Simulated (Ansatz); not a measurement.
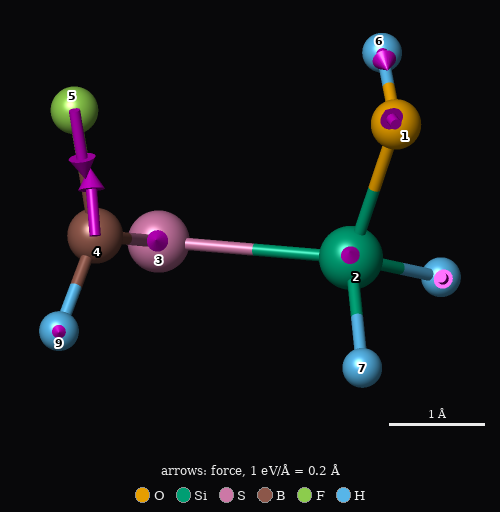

Starting geometry of BSiH4SOF (coarse preliminary run) with the computed forces as purple arrows. Style: ball-and-stick. Shown at a tilt.

The start comes from a force field.

Theory: RKS PBE-D4/def2-SVP (Ansatz 0.2.0).

Input file:
```yaml
crystal:
  periodic: [false, false, false]
  atoms:
    - {symbol: O, position_ang: [0.922600, -0.385100, -1.526300]}
    - {symbol: Si, position_ang: [0.533800, -1.034200, -0.004000]}
    - {symbol: S, position_ang: [-1.437400, -0.401100, 0.654100]}
    - {symbol: B, position_ang: [-0.809700, 1.414600, 0.754200]}
    - {symbol: F, position_ang: [-1.045700, 2.253900, -0.410700]}
    - {symbol: H, position_ang: [0.156500, -0.666300, -2.130100]}
    - {symbol: H, position_ang: [1.586400, -0.600900, 0.967800]}
    - {symbol: H, position_ang: [0.600500, -2.480500, -0.119500]}
    - {symbol: H, position_ang: [-0.418600, 1.853300, 1.797500]}
basis:
  gaussian: {orbitals: def2-SVP}
hamiltonian: {xc: pbe, dispersion: d4}
relax: {f_tol: 0.03, max_steps: 200}
```

Run as
```bash
ansatz run in.yaml --threads 4 --pin off --events-out ev --progress --plain --max-ram 10444MiB
```

Question: What follows when this structure is relaxed?

Answer: It isn't relaxed: the largest force vector, on F5, is 3.92 eV/Å. The final displacements follow the starting forces only in part (cosine between the two patterns 0.33). Over 19 accepted moves (21 points after the start) the energy falls by 0.863 eV. The largest force component goes from 3.2 to 0.011 eV/Å. The line search rejected the trial steps at points 8, 15 of the run. The atom that moves furthest after the best rigid fit is F5 (1.57 Å). By element the largest moves are F 1.57 Å, H 1.29 Å, S 0.31 Å, O 0.30 Å, B 0.18 Å, Si 0.02 Å. Near-neighbour distances that change, for instance: B4–F5 1.455 → 1.332 Å, S3–B4 1.924 → 1.815 Å, Si2–H8 1.452 → 1.503 Å, O1–H6 1.015 → 0.974 Å. Bond angles that change, for instance: Si2–O1–H6 104.7° → 115.6°, S3–Si2–H8 110.9° → 103.2°, Si2–S3–B4 89.7° → 97.2°. Groups turn about S3–B4 by about 85°. Cost: 15 s on 4 threads of Intel Xeon 6975P-C, on a shared host.
